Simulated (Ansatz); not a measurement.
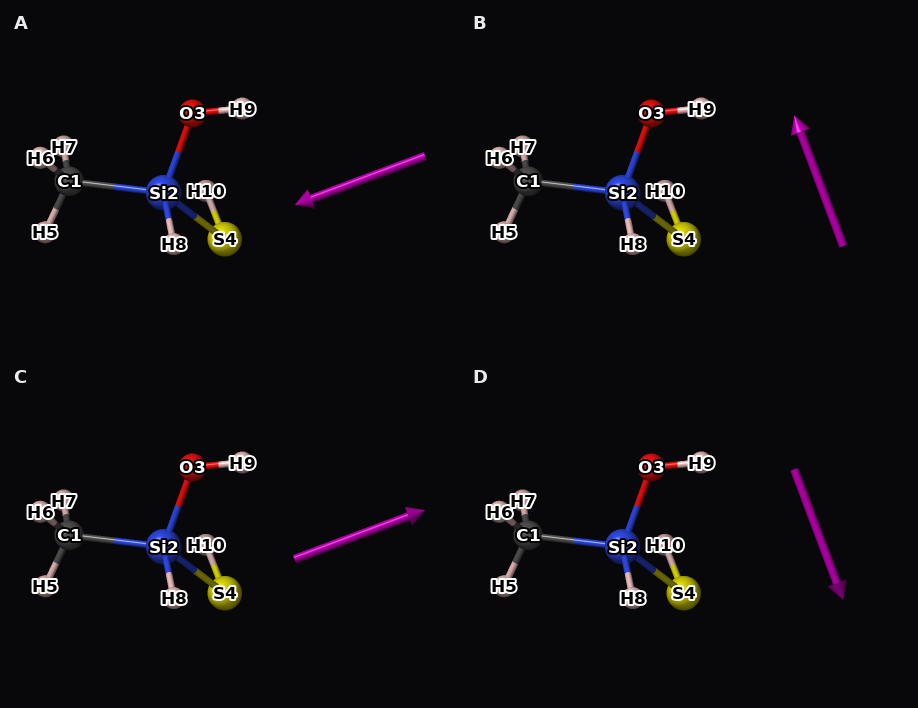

The same molecule four times, each with an arrow. Computed geometry: PBE0-D4/def2-TZVP optimisation. Properties computed with RKS PBE-D4/def2-TZVPP (Ansatz 0.2.0).

> Which arrow points along the dipole moment, from the negative to the positive end?

B. The dipole moment is 0.72 D; it points from the side of S4 to the side of H6, H7 (the outermost atoms at the two ends).
